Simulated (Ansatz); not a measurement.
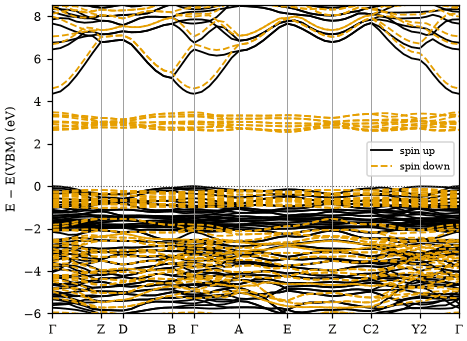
*Band structure from plane-wave PAW r²SCAN (Ansatz code)*

**Question.** Read off the gap and where the band edges lie.

**Answer.** About 2.6 eV (2.56 eV by a search for the band edges); maximum at Γ, minimum at E.

**Question.** Which of these materials gives this?
A) TeAsRu, P2_1/c (Te on 4e, As on 4e, Ru on 4e)
B) Ni3P2O8, P2_1/c (Pearson symbol mP26)
C) LaHO2, P2_1/m (La on 2e, H on 2e, O on 2e, O on 2e)
D) ZrB2O5, P2_1/c (Pearson symbol mP32)

**Answer.** B, Ni3P2O8, P2_1/c (Pearson symbol mP26)

The workflow started from a Materials Project entry (that database holds measured and hypothetical structures alike); the Crystallography Open Database files this formula in space group No. 14, but the cells were not matched. Its standing as an ambient phase is unchecked. Symmetry was held in the r²SCAN relaxation; whether a distortion lowers the energy is not shown. Spin order of the final state: ferromagnetic, chosen from 2 collinear starts compared on coarse meshes (ties went to the first, and starts can fall back to one state), not a proven ground state. The program gave a warning on the electronic state, which may not be the lowest. No Hubbard U is applied.

Potentials: the later of the program's two PAW sets.
